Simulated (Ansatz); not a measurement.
**BNH$_{6}$SO: geometry relaxation**

The run: geometry relaxation of BNH$_{6}$SO. Method and program: RKS PBE0-D4/6-31G* (Ansatz 0.2.0).

It belongs to a series of runs on one base structure; here: end point A relaxed. Figures and captions count atoms from 1; the log counts them from 0 in places.

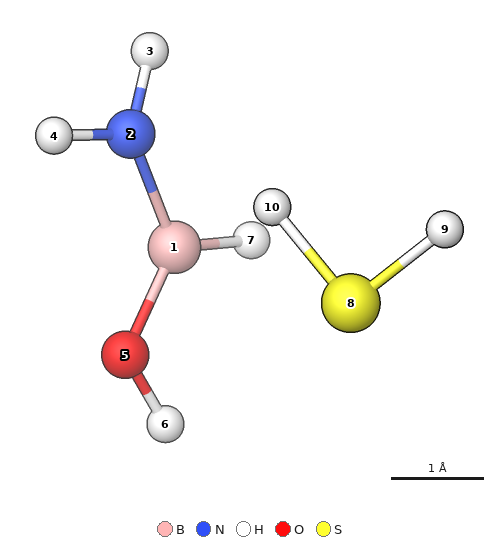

*The input geometry (ball-and-stick view, seen at a tilt; atoms are numbered from 1 in the order of the input).*

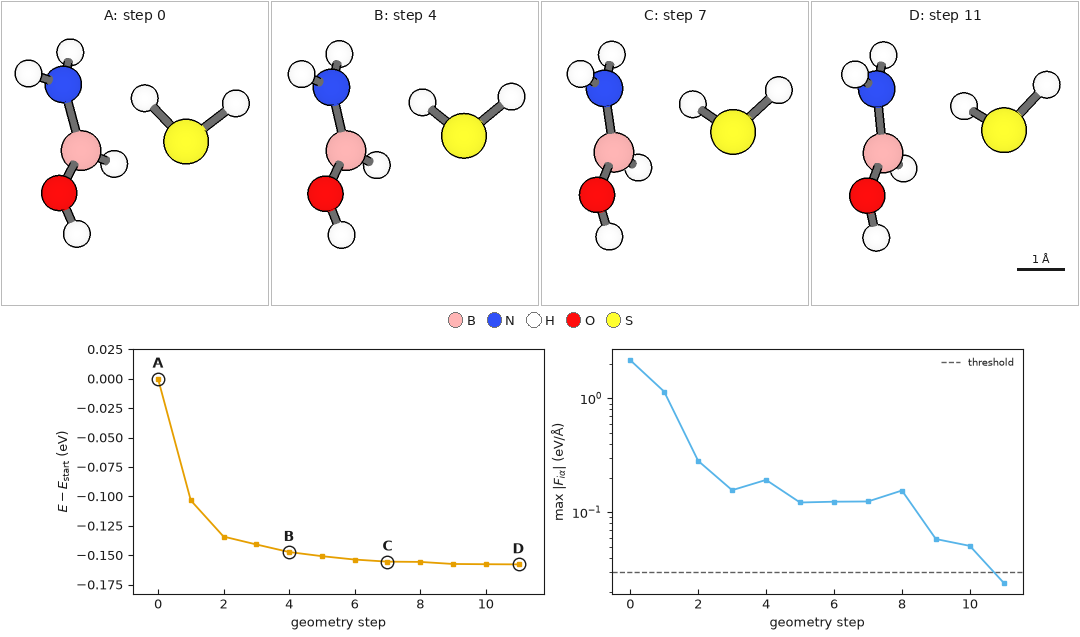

*Frames of the relaxation (ball-and-stick view, seen at a tilt) above the curves, on which the letters mark them (the first geometry is step 0 here and step 1 in the log).*

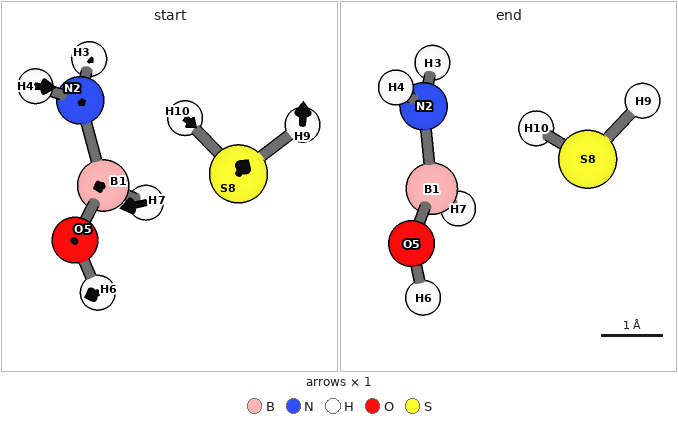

*Before (left) and after (right) the relaxation, at one scale (ball-and-stick view, seen at a tilt). The black arrows give the displacements, at true length.*

After 11 geometry steps the energy has fallen by 0.158 eV. Largest force component: 2.2 eV/Å at the start, 0.024 eV/Å at the end. The largest move after the best rigid fit is that of H7, 0.53 Å. Largest moves by element: H 0.53 Å, S 0.44 Å, B 0.22 Å, N 0.13 Å, O 0.10 Å. Distances before and after: B1–N2 1.480 → 1.408 Å, S8–H10 1.378 → 1.350 Å, B1–O5 1.360 → 1.370 Å. (Atoms are counted from 1 in the order of the input.)

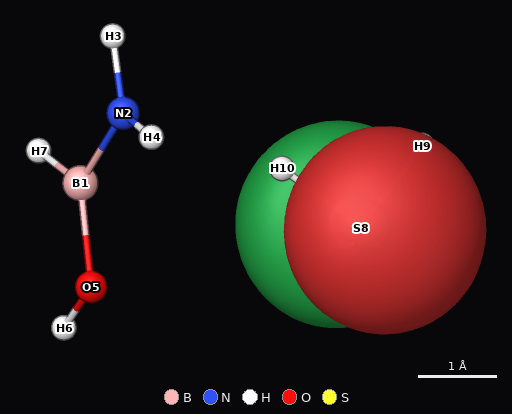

*The HOMO at ±0.1 Å⁻³ᐟ² (green and red are the two phases), seen at a tilt.*

Its energy is −6.97 eV.

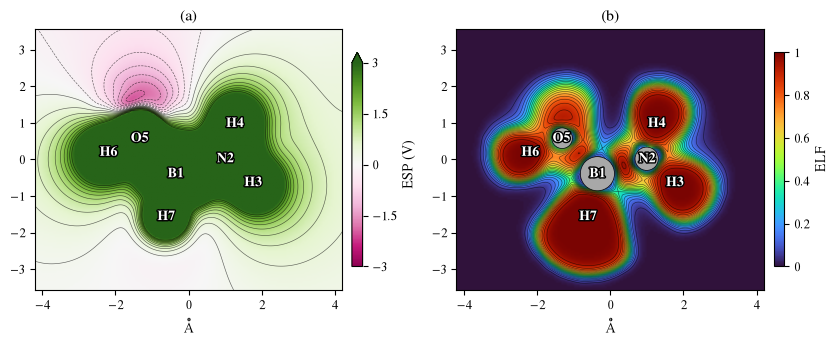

*(a) molecular electrostatic potential; (b) ELF on the plane of atoms N2, B1 and O5. Grey discs, where drawn, cover atomic cores.*

The section cuts through B, N, H and O sites. N–H (1.01 Å): the ELF climbs to about 1 towards the hydrogen; a covalent bond by its length. B–H (1.20 Å): the ELF climbs to about 1 towards the hydrogen (a covalent bond by its length).

The input and output of the run follow.

### Input
```yaml
crystal:
  periodic: [false, false, false]
  atoms:
    - { symbol: B, position_ang: [0.091878, -0.443237, 0.388972] }
    - { symbol: "N", position_ang: [-0.011437, -0.39397, 1.864649] }
    - { symbol: H, position_ang: [-0.795874, -0.810016, 2.340751] }
    - { symbol: H, position_ang: [0.824229, -0.328846, 2.42817] }
    - { symbol: O, position_ang: [1.289064, -0.103342, -0.160541] }
    - { symbol: H, position_ang: [1.239125, -0.061866, -1.120933] }
    - { symbol: H, position_ang: [-0.87013, -0.756745, -0.254204] }
    - { symbol: S, position_ang: [-0.308992, 2.621165, 0.163676] }
    - { symbol: H, position_ang: [-1.439369, 3.241532, 0.552851] }
    - { symbol: H, position_ang: [-0.306194, 1.757625, 1.237509] }
basis:
  gaussian: { orbitals: "6-31G*" }
hamiltonian:
  xc: pbe0
  dispersion: d4
relax:
  f_tol: 0.03
  max_steps: 50
output:
  orbitals: {}
```

Launch command:
```bash
ansatz run input.yaml --threads 1 --pin off --max-ram 2048MiB --backend cpu --events-out ev --progress --plain --runs-dir out
```

### Output
```
The last accepted step is kept in [file] (removed where the run ends without a failure and the disk answers)
Engine: ansatz 0.2.0, aarch64-unknown-linux-gnu
Functional definition: PBE0
  parameter a = 0.25
  parameter kappa = 0.804
  parameter beta = 0.06672455060314922
  exchange = (1 - a)*pbe_x(kappa = kappa, mu = beta*pi^2/3) + a*exact_x
  correlation = pbe_c(beta = beta)
841 factors; integrals over basis functions are off by at most 5.1e-4 eV
mean field evaluation 1: about -15132.8126 eV, gradient 5.8e1 eV
mean field evaluation 2: about -15127.4809 eV, gradient 7.7e1 eV
mean field evaluation 4: about -15139.0008 eV, gradient 1.9e0 eV
mean field evaluation 8: about -15139.0247 eV, gradient 2.4e-2 eV
mean field -15139.02474959 eV, -556.3488979478 hartree, gradient 1.3e-5 eV, S^2 0.000000; 0 other end points of the search recorded, 0 dependent functions left out
the calculation of the forces begins
reference -15139.02477165 eV, -556.3488987588 hartree; 21, 21 occupied and 55, 55 virtual orbitals, 841 factors
relax step   1: F+E_penalty+E_count = -15139.15969539 eV  Δ(F+E_penalty+E_count) = +0.000e0 eV  max|allowed force component| = 2.164e0 eV/Å  Δτ_max = 0.0000 Å  (25 SCF iters, accepted)
these checks for a lower state are left out or cut short: starts, cluster_reference, orbital_swaps, neighbouring_geometries, increment
841 factors; integrals over basis functions are off by at most 5.2e-4 eV
mean field evaluation 16: about -15139.0058 eV, gradient 4.8e0 eV
mean field -15139.13549457 eV, -556.3529677508 hartree, gradient 2.2e-5 eV, S^2 0.000000; 0 other end points of the search recorded, 0 dependent functions left out
[... from here on the field's lines of each further geometry are left out, up to the last ...]
relax step   2: F+E_penalty+E_count = -15139.26310763 eV  Δ(F+E_penalty+E_count) = -1.034e-1 eV  max|allowed force component| = 1.145e0 eV/Å  Δτ_max = 0.1933 Å  (28 SCF iters, accepted)
relax step   3: F+E_penalty+E_count = -15139.29386473 eV  Δ(F+E_penalty+E_count) = -3.076e-2 eV  max|allowed force component| = 2.826e-1 eV/Å  Δτ_max = 0.0918 Å  (28 SCF iters, accepted)
relax step   4: F+E_penalty+E_count = -15139.30056040 eV  Δ(F+E_penalty+E_count) = -6.696e-3 eV  max|allowed force component| = 1.562e-1 eV/Å  Δτ_max = 0.0381 Å  (29 SCF iters, accepted)
relax step   5: F+E_penalty+E_count = -15139.30699665 eV  Δ(F+E_penalty+E_count) = -6.436e-3 eV  max|allowed force component| = 1.923e-1 eV/Å  Δτ_max = 0.0690 Å  (28 SCF iters, accepted)
relax step   6: F+E_penalty+E_count = -15139.31050934 eV  Δ(F+E_penalty+E_count) = -3.513e-3 eV  max|allowed force component| = 1.218e-1 eV/Å  Δτ_max = 0.0825 Å  (28 SCF iters, accepted)
relax step   7: F+E_penalty+E_count = -15139.31339099 eV  Δ(F+E_penalty+E_count) = -2.882e-3 eV  max|allowed force component| = 1.238e-1 eV/Å  Δτ_max = 0.1153 Å  (28 SCF iters, accepted)
relax step   8: F+E_penalty+E_count = -15139.31516965 eV  Δ(F+E_penalty+E_count) = -1.779e-3 eV  max|allowed force component| = 1.243e-1 eV/Å  Δτ_max = 0.0492 Å  (28 SCF iters, accepted)
relax step   9: F+E_penalty+E_count = -15139.31538590 eV  Δ(F+E_penalty+E_count) = -2.163e-4 eV  max|allowed force component| = 1.551e-1 eV/Å  Δτ_max = 0.1267 Å  (28 SCF iters, accepted)
relax step  10: F+E_penalty+E_count = -15139.31714191 eV  Δ(F+E_penalty+E_count) = -1.756e-3 eV  max|allowed force component| = 5.819e-2 eV/Å  Δτ_max = 0.0412 Å  (29 SCF iters, accepted)
relax step  11: F+E_penalty+E_count = -15139.31734583 eV  Δ(F+E_penalty+E_count) = -2.039e-4 eV  max|allowed force component| = 5.067e-2 eV/Å  Δτ_max = 0.0219 Å  (29 SCF iters, accepted)
the calculation of the forces begins
reference -15139.19519403 eV, -556.3551616656 hartree; 21, 21 occupied and 55, 55 virtual orbitals, 841 factors
relax step  12: F+E_penalty+E_count = -15139.31748223 eV  Δ(F+E_penalty+E_count) = -1.364e-4 eV  max|allowed force component| = 2.397e-2 eV/Å  Δτ_max = 0.0170 Å  (23 SCF iters, accepted)
841 factors; integrals over basis functions are off by at most 5.9e-4 eV
mean field evaluation 96: about -15139.1093 eV, gradient 5.7e0 eV
mean field -15139.19517116 eV, -556.3551608251 hartree, gradient 2.2e-5 eV, S^2 0.000000; 1 other end points of the search recorded, 0 dependent functions left out
the calculation of the forces begins
reference -15139.19519403 eV, -556.3551616656 hartree; 21, 21 occupied and 55, 55 virtual orbitals, 841 factors
Total energy: -15139.31750510 eV, -556.3596565145 hartree
Atom 0 at     0.155680    -0.656420     0.379627 Å, force     0.017280     0.010497    -0.015484 eV/Å
Atom 1 at    -0.047769    -0.379438     1.745264 Å, force    -0.006178     0.002430     0.023607 eV/Å
Atom 2 at    -0.820968    -0.762437     2.264048 Å, force     0.003646    -0.000021     0.000374 eV/Å
Atom 3 at     0.676854     0.026231     2.320940 Å, force    -0.003910    -0.002577    -0.010265 eV/Å
Atom 4 at     1.301041    -0.186905    -0.206383 Å, force    -0.023054    -0.019405    -0.023965 eV/Å
Atom 5 at     1.312485    -0.372239    -1.150921 Å, force     0.009415     0.008587     0.023161 eV/Å
Atom 6 at    -0.682860    -1.257109    -0.239030 Å, force     0.003498     0.000361     0.002079 eV/Å
Atom 7 at    -0.317255     3.003233     0.378794 Å, force    -0.003654     0.003002     0.002969 eV/Å
Atom 8 at    -1.430139     3.498356     0.950562 Å, force     0.004469    -0.000591    -0.002266 eV/Å
Atom 9 at    -0.434770     1.809027     0.998001 Å, force    -0.001512    -0.002284    -0.000210 eV/Å
Dipole moment:    -0.243221    -0.356336     0.253640 e Å
```

### Trajectory as extended XYZ (Å, eV, eV/Å), 12 frames, from step=1 to step=12
```
10
Properties=species:S:1:pos:R:3:forces:R:3 step=1 energy=-15139.15970
B     0.0919   -0.4432    0.3890   -0.2288  -0.1989   2.1638
N    -0.0114   -0.3940    1.8646    0.1715  -0.0895  -2.1122
H    -0.7959   -0.8100    2.3408    0.0100  -0.0064  -0.0104
H     0.8242   -0.3288    2.4282   -0.0043   0.0240   0.0103
O     1.2891   -0.1033   -0.1605    0.1227  -0.0054  -0.0049
H     1.2391   -0.0619   -1.1209   -0.0169   0.0036  -0.0178
H    -0.8701   -0.7567   -0.2542   -0.0036   0.0028  -0.0116
S    -0.3090    2.6212    0.1637   -0.0596  -0.1446   0.4936
H    -1.4394    3.2415    0.5529    0.0306  -0.0024   0.0011
H    -0.3062    1.7576    1.2375   -0.0217   0.4168  -0.5119
10
Properties=species:S:1:pos:R:3:forces:R:3 step=2 energy=-15139.26311
B     0.1185   -0.5602    0.4056   -0.2638   0.5152   1.1448
N    -0.0036   -0.4439    1.8361    0.1619  -0.2844  -0.9664
H    -0.7842   -0.8555    2.3223    0.0159   0.0174   0.0326
H     0.8197   -0.3184    2.4114   -0.0864   0.0159  -0.0308
O     1.3018   -0.1684   -0.1474    0.1380  -0.0762  -0.1399
H     1.2430   -0.1115   -1.1070    0.0063  -0.0454   0.0195
H    -0.8484   -0.8521   -0.2414    0.0351  -0.1735  -0.0505
S    -0.3220    2.8124    0.1886   -0.0791  -0.2192   0.3806
H    -1.4935    3.3462    0.5903    0.0783  -0.0175  -0.0271
H    -0.3191    1.8736    1.1824   -0.0061   0.2675  -0.3628
10
Properties=species:S:1:pos:R:3:forces:R:3 step=3 energy=-15139.29386
B     0.1167   -0.5569    0.4240    0.0057   0.1175   0.2452
N     0.0112   -0.4774    1.8305    0.0699  -0.1568  -0.0281
H    -0.7749   -0.8793    2.3163    0.0219   0.0507   0.0386
H     0.8363   -0.3581    2.4074   -0.1526   0.0316  -0.0781
O     1.3157   -0.2070   -0.1331    0.0327   0.0528  -0.1682
H     1.2542   -0.1403   -1.0921    0.0090  -0.0568   0.0339
H    -0.8441   -0.8681   -0.2248    0.0023  -0.0319  -0.0591
S    -0.3363    2.9031    0.1902   -0.1194  -0.1714   0.2826
H    -1.5199    3.4008    0.6078    0.1160  -0.0334  -0.0524
H    -0.3467    1.9056    1.1148    0.0145   0.1978  -0.2144
10
Properties=species:S:1:pos:R:3:forces:R:3 step=4 energy=-15139.30056
B     0.1183   -0.5590    0.4220    0.0486   0.0725   0.0115
N     0.0082   -0.4746    1.8228    0.0791  -0.1010   0.1521
H    -0.7773   -0.8724    2.3128    0.0227   0.0570   0.0271
H     0.8251   -0.3219    2.4038   -0.1562   0.0051  -0.0855
O     1.3154   -0.2038   -0.1401   -0.0073   0.0357  -0.1220
H     1.2569   -0.1652   -1.1009    0.0015  -0.0367   0.0479
H    -0.8358   -0.8879   -0.2293    0.0038  -0.0300  -0.0421
S    -0.3295    2.9093    0.2145   -0.0602  -0.0668   0.1309
H    -1.5176    3.3992    0.6209    0.0638  -0.0171  -0.0230
H    -0.3513    1.8987    1.1146    0.0041   0.0812  -0.0968
10
Properties=species:S:1:pos:R:3:forces:R:3 step=5 energy=-15139.30700
B     0.1261   -0.5695    0.4127    0.0501  -0.0116  -0.0574
N     0.0038   -0.4684    1.8115    0.1509   0.0085   0.1619
H    -0.7865   -0.8460    2.3097    0.0271   0.0443  -0.0106
H     0.8035   -0.2565    2.4000   -0.1923  -0.0391  -0.1323
O     1.3171   -0.2001   -0.1572   -0.0576   0.0096  -0.1147
H     1.2656   -0.2174   -1.1206   -0.0004  -0.0036   0.1374
H    -0.8118   -0.9417   -0.2427    0.0165  -0.0072   0.0093
S    -0.3234    2.9273    0.2600    0.0517   0.0347  -0.0438
H    -1.5095    3.4143    0.6618   -0.0349   0.0122   0.0241
H    -0.3727    1.8804    1.1058   -0.0111  -0.0478   0.0261
10
Properties=species:S:1:pos:R:3:forces:R:3 step=6 energy=-15139.31051
B     0.1254   -0.5763    0.4051    0.0225  -0.0495  -0.0424
N    -0.0124   -0.4395    1.7995    0.0779   0.0027   0.1218
H    -0.7948   -0.8233    2.3040   -0.0126   0.0174  -0.0153
H     0.7693   -0.1822    2.3893   -0.0756  -0.0118  -0.0796
O     1.3042   -0.1762   -0.1666   -0.0339   0.0152  -0.0376
H     1.2568   -0.2172   -1.1276    0.0126  -0.0078   0.0364
H    -0.7906   -1.0080   -0.2452    0.0150   0.0111   0.0113
S    -0.2965    2.9209    0.2913    0.0194   0.0316  -0.0223
H    -1.4869    3.3892    0.7037   -0.0259   0.0274   0.0116
H    -0.3622    1.8351    1.0873    0.0007  -0.0364   0.0160
10
Properties=species:S:1:pos:R:3:forces:R:3 step=7 energy=-15139.31339
B     0.1375   -0.6100    0.3935   -0.0454  -0.0522   0.0028
N    -0.0249   -0.4196    1.7811    0.1058   0.0429   0.0665
H    -0.8040   -0.7976    2.2940   -0.0330  -0.0127  -0.0229
H     0.7296   -0.0891    2.3715   -0.0826  -0.0390  -0.1238
O     1.3009   -0.1733   -0.1830   -0.0631  -0.0115  -0.0681
H     1.2663   -0.2657   -1.1414    0.0338   0.0021   0.0601
H    -0.7504   -1.1159   -0.2511    0.0904   0.0566   0.0788
S    -0.2886    2.9573    0.3400    0.0009  -0.1044   0.0580
H    -1.4669    3.4283    0.7858   -0.0084   0.0073   0.0127
H    -0.3873    1.8080    1.0506    0.0016   0.1110  -0.0641
10
Properties=species:S:1:pos:R:3:forces:R:3 step=8 energy=-15139.31517
B     0.1462   -0.6319    0.3900   -0.0345   0.0453  -0.0457
N    -0.0272   -0.4176    1.7707    0.0744   0.0337   0.1243
H    -0.8062   -0.7945    2.2851   -0.0137  -0.0076  -0.0187
H     0.7188   -0.0641    2.3573   -0.0651  -0.0397  -0.0912
O     1.3036   -0.1829   -0.1894   -0.0419  -0.0340  -0.0613
H     1.2793   -0.2997   -1.1453    0.0282   0.0067   0.0548
H    -0.7328   -1.1526   -0.2491    0.0531   0.0001   0.0383
S    -0.2999    2.9764    0.3495   -0.0151  -0.0515   0.0392
H    -1.4628    3.4632    0.8202    0.0086   0.0042   0.0019
H    -0.4067    1.8259    1.0519    0.0060   0.0427  -0.0416
10
Properties=species:S:1:pos:R:3:forces:R:3 step=9 energy=-15139.31539
B     0.1533   -0.6460    0.3834    0.0828  -0.0799  -0.0004
N    -0.0356   -0.3988    1.7555   -0.0185   0.0382   0.0756
H    -0.8121   -0.7793    2.2717    0.0147   0.0068  -0.0090
H     0.6983   -0.0136    2.3346   -0.0353  -0.0028  -0.0343
O     1.3069   -0.1897   -0.1977   -0.0496  -0.0167  -0.1551
H     1.3087   -0.3605   -1.1472    0.0185   0.0338   0.1292
H    -0.6929   -1.2303   -0.2394   -0.0220   0.0255  -0.0186
S    -0.3174    3.0040    0.3692   -0.1236   0.0225   0.0712
H    -1.4326    3.5270    0.9255    0.1340  -0.0853  -0.0588
H    -0.4644    1.8095    0.9854   -0.0012   0.0577   0.0001
10
Properties=species:S:1:pos:R:3:forces:R:3 step=10 energy=-15139.31714
B     0.1528   -0.6486    0.3822    0.0243   0.0042  -0.0228
N    -0.0431   -0.3906    1.7522   -0.0006   0.0165   0.0540
H    -0.8146   -0.7778    2.2706    0.0038   0.0040  -0.0066
H     0.6836    0.0101    2.3293   -0.0118  -0.0154  -0.0202
O     1.2989   -0.1776   -0.2018   -0.0374  -0.0309  -0.0582
H     1.3026   -0.3499   -1.1496    0.0157   0.0203   0.0524
H    -0.6920   -1.2353   -0.2414    0.0074  -0.0024   0.0028
S    -0.3114    2.9852    0.3666   -0.0408  -0.0032   0.0332
H    -1.4278    3.5007    0.9173    0.0442  -0.0259  -0.0166
H    -0.4365    1.8061    1.0155   -0.0048   0.0328  -0.0180
10
Properties=species:S:1:pos:R:3:forces:R:3 step=11 energy=-15139.31735
B     0.1536   -0.6521    0.3815    0.0218   0.0115  -0.0295
N    -0.0460   -0.3845    1.7491   -0.0012   0.0089   0.0507
H    -0.8200   -0.7674    2.2667    0.0030   0.0002  -0.0021
H     0.6812    0.0144    2.3267   -0.0096  -0.0063  -0.0181
O     1.3003   -0.1836   -0.2032   -0.0299  -0.0254  -0.0388
H     1.3071   -0.3606   -1.1497    0.0130   0.0114   0.0359
H    -0.6893   -1.2437   -0.2399    0.0049  -0.0008   0.0010
S    -0.3159    2.9988    0.3712   -0.0033   0.0032   0.0035
H    -1.4338    3.4907    0.9359    0.0049   0.0000  -0.0019
H    -0.4249    1.8103    1.0027   -0.0036  -0.0026  -0.0006
10
Properties=species:S:1:pos:R:3:forces:R:3 step=12 energy=-15139.31748
B     0.1557   -0.6564    0.3796    0.0173   0.0105  -0.0155
N    -0.0478   -0.3794    1.7453   -0.0062   0.0024   0.0236
H    -0.8210   -0.7624    2.2640    0.0036   0.0000   0.0004
H     0.6769    0.0262    2.3209   -0.0039  -0.0026  -0.0103
O     1.3010   -0.1869   -0.2064   -0.0231  -0.0194  -0.0240
H     1.3125   -0.3722   -1.1509    0.0094   0.0086   0.0232
H    -0.6829   -1.2571   -0.2390    0.0035   0.0004   0.0021
S    -0.3173    3.0032    0.3788   -0.0037   0.0030   0.0030
H    -1.4301    3.4984    0.9506    0.0045  -0.0006  -0.0023
H    -0.4348    1.8090    0.9980   -0.0015  -0.0023  -0.0002
```

### Key numbers

```tsv
quantity	value
outcome	converged
total energy	−15139.3175 eV
mean-field energy	−15139.1952 eV
largest force (length of the vector) at the end	0.039 eV/Å
hardware	1 thread of Arm Neoverse V1, 24 GiB of memory available, shared host
wall time	42 s
peak memory	0.14 GiB
```
